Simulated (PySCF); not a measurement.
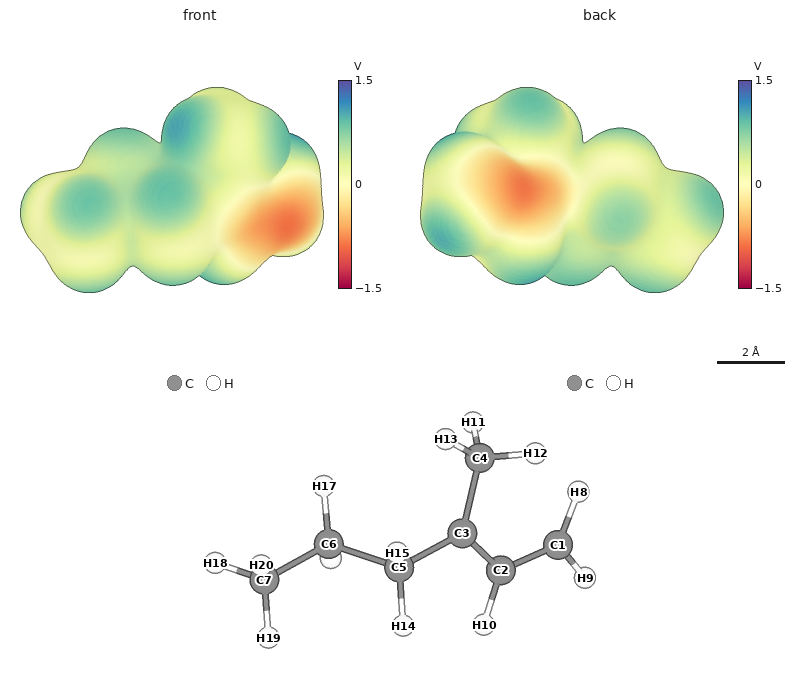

C$_{7}$H$_{13}$ (doublet). The molecular electrostatic potential painted on the density surface at 0.004 e/bohr³, seen from the front and from behind; red is negative and blue positive. The bare structure is drawn below in the same view.

Geometry: GFN2-xTB.

All numbers below come from PySCF, UKS B3LYP, pcH-1 on C H, non-relativistic, mean-field spin-orbit, GIAO.

```yaml
atoms:
  - { symbol: C, position_ang: [-2.9284, -1.0309, -0.4172] }
  - { symbol: C, position_ang: [-1.6601, -0.6542, -0.7569] }
  - { symbol: C, position_ang: [-0.8606, 0.2516, -0.0737] }
  - { symbol: C, position_ang: [-1.3257, 0.9213, 1.1770] }
  - { symbol: C, position_ang: [0.5292, 0.5286, -0.5402] }
  - { symbol: C, position_ang: [1.5599, -0.3029, 0.2444] }
  - { symbol: C, position_ang: [2.9771, -0.0390, -0.2457] }
  - { symbol: H, position_ang: [-3.4268, -0.6385, 0.4503] }
  - { symbol: H, position_ang: [-3.4751, -1.7375, -1.0147] }
  - { symbol: H, position_ang: [-1.2313, -1.0989, -1.6479] }
  - { symbol: H, position_ang: [-1.5159, 0.1886, 1.9638] }
  - { symbol: H, position_ang: [-2.2599, 1.4575, 1.0036] }
  - { symbol: H, position_ang: [-0.5840, 1.6295, 1.5377] }
  - { symbol: H, position_ang: [0.6263, 0.2869, -1.6009] }
  - { symbol: H, position_ang: [0.7670, 1.5879, -0.4084] }
  - { symbol: H, position_ang: [1.3199, -1.3619, 0.1276] }
  - { symbol: H, position_ang: [1.4854, -0.0589, 1.3059] }
  - { symbol: H, position_ang: [3.6921, -0.6387, 0.3128] }
  - { symbol: H, position_ang: [3.0692, -0.2900, -1.3004] }
  - { symbol: H, position_ang: [3.2365, 1.0102, -0.1199] }
```

Which sites attract a positive test charge, and which a negative one?

A positive charge is drawn to the negative regions and a negative charge to the positive ones. The most negative region (about −0.8 V) lies over the π face of C1 and C2, the most positive (about +1.0 V) over H8, H9, H10 and H13.
